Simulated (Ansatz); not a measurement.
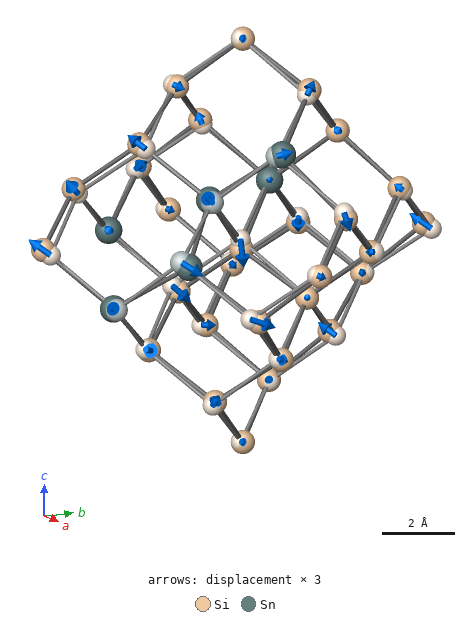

This is a relaxation of a crystal of Si48Sn16 (a generated structure, set up in P1). The starting structure is drawn faded, the final one solid; blue arrows show the displacements, magnified 3 times.

Style: ball-and-stick. Shown: the atoms within 5.8 Å of the atom that moves most (axes of the cell of the calculation), slightly off an axis.

Method: DFT, PBEsol, PAW, plane waves (Ansatz). Settings: plane-wave cutoff 420 eV; k-point mesh 1 × 1 × 1; mesh shifted by (0.5, 0.5, 0.5); no spin polarisation; cell relaxed at fixed shape; force threshold 0.03 eV/Å; at most 80 steps.

Q: What happened in the run?

A: Over 4 geometry steps the energy falls by 133 meV per atom. Largest force component: 3 eV/Å at the start, 0.018 eV/Å at the end. The pressure goes from 2.08 to −0.01 GPa. The largest moves relative to the cell, 0.29 Å, are those of Si atoms. Largest moves by element: Si 0.29 Å, Sn 0.26 Å. The drawn cell changes as follows: a = b = c 11.419 → 11.415 Å (0.0 %); the volume changes by −0.1 %. Some distances before and after: Sn–Sn 2.453 → 2.726 Å, Sn–Sn 2.457 → 2.670 Å, Si–Sn 2.414 → 2.618 Å, Sn–Sn 2.494 → 2.695 Å. Among the angles between lasting bonds that change: Sn–Si–Sn 111.3° → 98.7°, Sn–Sn–Sn 110.1° → 99.1°, Si–Sn–Si 109.3° → 119.8°. The space group stays P1 (No. 1). The run took of the order of 5 core-minutes on a shared host.
